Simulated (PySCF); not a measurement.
# RuNH2: structure of the doublet

Where does doublet RuNH2 go from a trigonal pyramidal start, is the end point a minimum, and what are its modes, charges and moments?

Method: PBE0, basis Ru def2-TZVP with ECP28, N def2-TZVP, H def2-TZVP, scalar-relativistic core potentials, no spin–orbit coupling, density fitting; program: PySCF 2.14.0.

## 1. Starting geometry

4 atoms, charge 0, spin multiplicity 2.

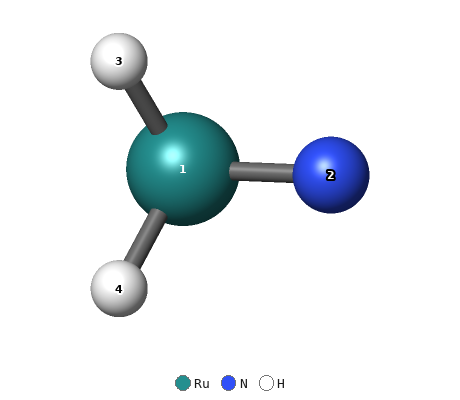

Start geometry, drawn with ruthenium teal, nitrogen blue, hydrogen white; atoms are numbered from 1 in the order of the file.

```xyz
4
charge 0 multiplicity 2
Ru   -0.0189    0.2019    0.0000
N     0.0000   -1.5380    0.0000
H     0.9544    0.4784   -1.2005
H     0.9544    0.4784    1.2005
```

## 2. First SCF at the start

The steps below are one call of a driver around PySCF. For each, scf.py gives the equivalent set-up of the SCF; relaxations use the driver's own optimiser. After this first run the driver tries any further starts and a stability analysis.

The input, scf.py:

```python
from pyscf import gto, scf, dft
mol = gto.M(atom='''
Ru    -0.018880     0.201890    -0.000000
N     -0.000000    -1.538040     0.000010
H      0.954390     0.478390    -1.200480
H      0.954400     0.478380     1.200490''',
    basis={'Ru': 'def2-TZVP', 'N': 'def2-TZVP', 'H': 'def2-TZVP'},
    ecp={'Ru': 'def2-TZVP'},
    charge=0, spin=1)
mf = dft.UKS(mol, xc='PBE0')
mf.grids.atom_grid = (50, 194)
aux = {'Ru': 'def2-universal-JKFIT', 'N': 'def2-universal-JKFIT', 'H': 'def2-universal-JKFIT'}
mf = mf.density_fit(auxbasis=aux)
mf.conv_tol = 1e-08
mf.diis_space = 10
mf.max_cycle = 60
mf.init_guess = 'minao'
mf.verbose = 4
mf.kernel()
```

The run is started by

```console
OMP_NUM_THREADS=2 python axn.py task.json out
```

Output:

```text
init E= -142.687518864229
[... the frontier-level lines of each cycle are left out ...]
cycle= 1 E= -149.848402325733  delta_E= -7.16  |g|= 1.49  |ddm|= 2.99
cycle= 2 E= -141.784187870363  delta_E= 8.06  |g|= 3.43  |ddm|= 5.18
cycle= 3 E= -150.120118919299  delta_E= -8.34  |g|= 1.14  |ddm|= 5.11
cycle= 4 E= -150.532139105742  delta_E= -0.412  |g|= 0.578  |ddm|= 0.704
cycle= 5 E= -150.670423208288  delta_E= -0.138  |g|= 0.22  |ddm|= 0.577
cycle= 6 E= -150.688473902184  delta_E= -0.0181  |g|= 0.0791  |ddm|= 0.171
cycle= 7 E= -150.690457816884  delta_E= -0.00198  |g|= 0.036  |ddm|= 0.041
cycle= 8 E= -150.690758570115  delta_E= -0.000301  |g|= 0.0229  |ddm|= 0.0118
cycle= 9 E= -150.69096049136  delta_E= -0.000202  |g|= 0.0068  |ddm|= 0.0113
cycle= 10 E= -150.690980006044  delta_E= -1.95e-05  |g|= 0.000968  |ddm|= 0.00415
cycle= 11 E= -150.690981421603  delta_E= -1.42e-06  |g|= 0.000413  |ddm|= 0.00149
cycle= 12 E= -150.690982359945  delta_E= -9.38e-07  |g|= 0.000345  |ddm|= 0.0014
cycle= 13 E= -150.69098386796  delta_E= -1.51e-06  |g|= 0.000213  |ddm|= 0.00295
cycle= 14 E= -150.69098472624  delta_E= -8.58e-07  |g|= 0.000152  |ddm|= 0.00251
cycle= 15 E= -150.690985112916  delta_E= -3.87e-07  |g|= 0.000124  |ddm|= 0.00144
cycle= 16 E= -150.690985477812  delta_E= -3.65e-07  |g|= 8.99e-05  |ddm|= 0.00171
cycle= 17 E= -150.690985715442  delta_E= -2.38e-07  |g|= 6.77e-05  |ddm|= 0.00168
cycle= 18 E= -150.690985812544  delta_E= -9.71e-08  |g|= 4.54e-05  |ddm|= 0.00123
cycle= 19 E= -150.690985839321  delta_E= -2.68e-08  |g|= 9.04e-06  |ddm|= 0.000872
cycle= 20 E= -150.690985840327  delta_E= -1.01e-09  |g|= 5.98e-06  |ddm|= 0.000145
Extra cycle  E= -150.690985840316  delta_E= 1.11e-11  |g|= 1.32e-05  |ddm|= 1.37e-05
converged SCF energy = -150.690985840316  <S^2> = 0.76911119  2S+1 = 2.0190207
```

This step, with its further starts and checks, took 13 s on 2 threads of Arm Neoverse V1, shared host.

The starts that the driver tried:

| start | energy (Eh) |
| --- | --- |
| the minimal-basis guess | -150.690986 |
| a thermally smeared density | -150.690986 |
| a smeared PBE density | -150.690986 |

No lower solution of this spin turned up from the other starts or in the test of internal stability.

## 3. Relaxation: trigonal pyramidal start, doublet

The program finds Cs symmetry in the start, which this walk keeps.

scf.py, as its differences from that of step 2:

```diff
@@ -3,4 +3,4 @@
-Ru    -0.018880     0.201890    -0.000000
-N     -0.000000    -1.538040     0.000010
-H      0.954390     0.478390    -1.200480
-H      0.954400     0.478380     1.200490''',
+Ru    -0.018878     0.201886     0.000000
+N      0.000002    -1.538044    -0.000001
+H      0.954396     0.478382    -1.200486
+H      0.954398     0.478381     1.200484''',
@@ -17 +16,0 @@
-mf.init_guess = 'minao'
```

Steps of the walk:

| step | energy (Eh) | change (kJ/mol) | largest symmetric gradient (Eh/bohr) |
| --- | --- | --- | --- |
| 0 | -150.690986 | 0.00 | 0.11831 |
| 1 | -150.711135 | -52.90 | 0.00771 |
| 2 | -150.711682 | -54.34 | 0.00505 |
| 3 | -150.711887 | -54.88 | 0.00265 |
| 4 | -150.711894 | -54.90 | 0.00035 |
| 5 | -150.711895 | -54.90 | 0.00006 |

The walk took 11 s.

Positions (Å) and forces (eV/Å) along the way:

```
step 0
Ru  -0.019   0.202   0.000  -0.305  -6.084   0.000
N    0.000  -1.538   0.000  -0.054   6.003   0.000
H    0.954   0.478  -1.200   0.179   0.040   0.019
H    0.954   0.478   1.200   0.179   0.040  -0.019
step 1
Ru  -0.033   0.138   0.000  -0.239   0.003   0.000
N    0.017  -1.440   0.000  -0.153  -0.397   0.000
H    0.953   0.462  -1.187   0.196   0.197  -0.234
H    0.953   0.462   1.187   0.196   0.197   0.234
step 3
Ru  -0.018   0.101   0.000   0.007   0.136   0.000
N   -0.022  -1.477   0.000   0.009  -0.114   0.000
H    0.965   0.498  -1.201  -0.008  -0.011   0.003
H    0.965   0.498   1.201  -0.008  -0.011  -0.003
step 5
Ru  -0.019   0.104   0.000  -0.002   0.000   0.000
N   -0.020  -1.476   0.000   0.000   0.000   0.000
H    0.964   0.496  -1.201   0.001   0.000  -0.003
H    0.964   0.496   1.201   0.001   0.000   0.003
```

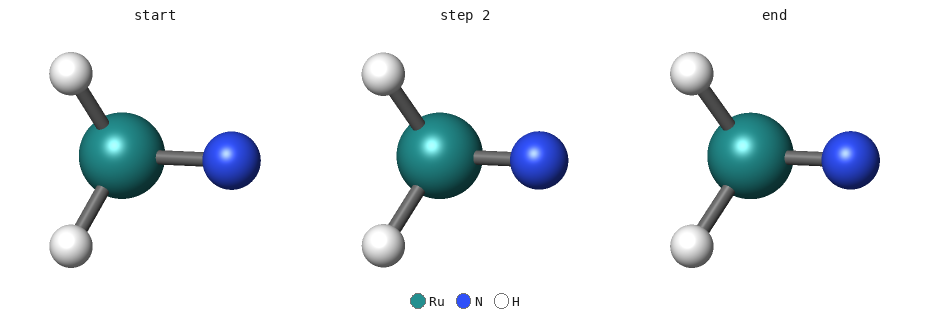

The geometry along the walk, at one scale.

After 5 steps and 54.9 kJ/mol it ends at Cs: Ru–H 1.601 Å (×2), Ru–N 1.580 Å; H–Ru–H 97.2°, H–Ru–N 104.2° (×2).

## 4. Is it a minimum? Harmonic modes

On the finer grid the gradient is checked again; gradients at displacements of ±0.02 bohr then give force constants and infrared intensities.

scf.py, as its differences from that of step 3:

```diff
@@ -3,4 +3,4 @@
-Ru    -0.018878     0.201886     0.000000
-N      0.000002    -1.538044    -0.000001
-H      0.954396     0.478382    -1.200486
-H      0.954398     0.478381     1.200484''',
+Ru    -0.016685     0.180969     0.000000
+N     -0.017717    -1.399392    -0.000001
+H      0.966597     0.572654    -1.201041
+H      0.966600     0.572653     1.201040''',
@@ -11 +11 @@
-mf.grids.atom_grid = (50, 194)
+mf.grids.atom_grid = (75, 302)
@@ -14 +14 @@
-mf.conv_tol = 1e-08
+mf.conv_tol = 1e-10
```

The driver hands on the density of the step before, so the log starts near convergence.

Log of the central SCF (cycles and frontier levels):

```text
init E= -150.711901002874
[... the frontier-level lines of each cycle are left out ...]
cycle= 1 E= -150.711901002875  delta_E= -1.25e-12  |g|= 2.1e-06  |ddm|= 1.93e-06
Extra cycle  E= -150.711901002849  delta_E= 2.63e-11  |g|= 8.76e-06  |ddm|= 4.61e-06
converged SCF energy = -150.711901002849  <S^2> = 0.75792343  2S+1 = 2.0079078
```

The whole step took 49 s.

Geometry: Cs; Ru–H 1.601 Å (×2), Ru–N 1.580 Å; H–Ru–H 97.2°, H–Ru–N 104.2° (×2).

Modes, for the most abundant isotopes:

```csv
symmetry,ω (cm⁻¹),IR (km/mol),μ (u)
a'',530,9.6,1.11
a',583,62.6,1.08
a',664,29.3,1.05
a',1157,68.7,12.74
a'',2027,56.4,1.02
a',2056,52.6,1.02
```

All wavenumbers are real: a minimum.

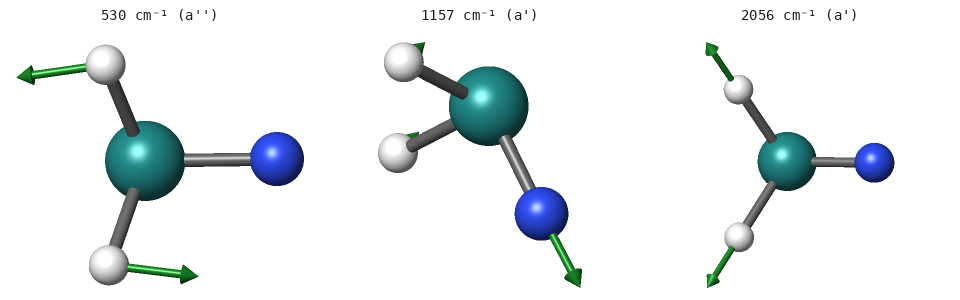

How the atoms move in 3 of the modes.

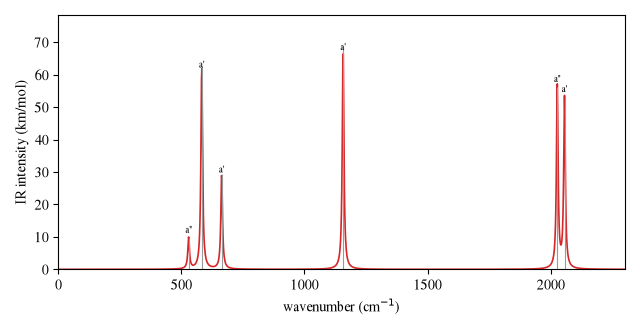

The harmonic infrared spectrum (widths in cm⁻¹). Lines are broadened to a width of 8 cm⁻¹ (Lorentzian).

Constants and moments:

```
Dipole moment                                                   : 2.85 D
Highest occupied level                                          : -6.30 eV
Lowest empty level                                              : -3.30 eV
Rotational constants                                            : 3.528, 0.5057, 0.4904 cm⁻¹
Zero-point energy                                               : 42.0 kJ/mol
Principal polarisabilities                                      : 34.9, 45.6, 48.4 bohr³
Atomisation energy without zero-point energy                    : 976 kJ/mol
Principal traceless quadrupole moments about the centre of mass : -1.50, -1.20, 2.70 D Å
Entropy at 298.15 K and 1 bar (electronic part: spin only)      : 264.6 J/(mol K)
Heat capacity Cp at 298.15 K                                    : 47.5 J/(mol K)
Enthalpy at 298.15 K above 0 K                                  : 11.28 kJ/mol
Rotational symmetry number                                      : 1
Spin squared ⟨S²⟩                                               : 0.758
```

Populations by atom (charges in e):

```
atom  Mulliken  Löwdin  polar tensor  spin (Mulliken)  Mayer order to Ru1
 Ru1      0.44    0.18          0.85             0.73                   –
  N2     -0.39   -0.16         -0.50             0.24                2.74
H3,4     -0.03   -0.01         -0.17             0.01                0.92
```

Mulliken populations on Ru1 (outside its core potential): s 2.57, p 6.35, d 6.62, f 0.02.

## 5. What came out

| quantity | value |
| --- | --- |
| minimum | doublet, Cs |
| geometry | Ru–H 1.601 Å (×2), Ru–N 1.580 Å; H–Ru–H 97.2°, H–Ru–N 104.2° (×2) |
| wavenumbers (cm⁻¹) | 530 (a''), 583 (a'), 664 (a'), 1157 (a'), 2027 (a''), 2056 (a') |
| dipole moment | 2.85 D |
| highest occupied, lowest empty level (either spin) | -6.30, -3.30 eV |
| polar-tensor charge of Ru1 | +0.85 e |
| zero-point energy | 42.0 kJ/mol |
| entropy at 298.15 K | 264.6 J/(mol K) |
| atomisation energy (no zero-point energy) | 976 kJ/mol |
| ⟨S²⟩ | 0.758 |

In words: The molecule stays Cs, as typed, and the end point is a minimum. The strongest infrared band lies at 1157 cm⁻¹ (a', stretch). Most of the spin sits on Ru1 (Mulliken spin 0.73, against 1 for the whole molecule). Other starts or spin states, not run here, may lie lower. One determinant may miss the lowest occupation of an open d or f shell.

The search up to here took 73 s.
